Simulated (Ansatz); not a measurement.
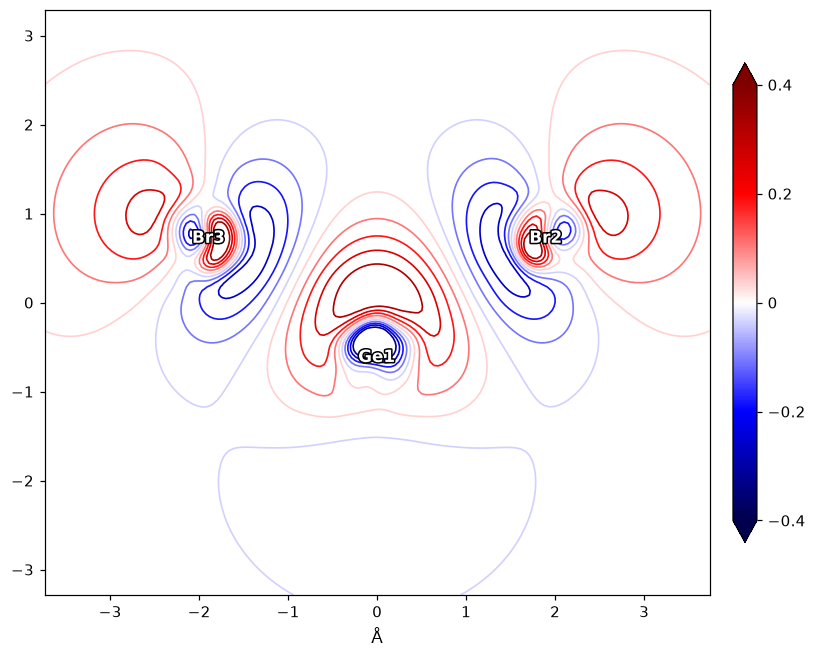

The picture shows: Br2GeH2. The LUMO on the plane of atoms Br2, Ge1 and Br3 (values in Å⁻³ᐟ²; the overall sign is arbitrary).

Geometry: B3LYP-D4/def2-SVP.

Method: Ansatz, RKS PBE0-D4/def2-TZVP.

| atom | x (Å) | y (Å) | z (Å) |
| --- | --- | --- | --- |
| Ge | -0.1682 | 0.0007 | -0.1178 |
| Br | -0.1588 | -0.0220 | 2.2023 |
| Br | 2.0155 | 0.0149 | -0.9015 |
| H | -0.8482 | 1.2971 | -0.5789 |
| H | -0.8403 | -1.2907 | -0.6041 |

Question: What is the character of this orbital?

Answer: By Hirshfeld shares it lies mainly on Ge1 (about 35 %), Br2 (about 25 %), Br3 (about 25 %), H4 (about 5 %) and H5 (about 5 %). Its energy is −1.47 eV.
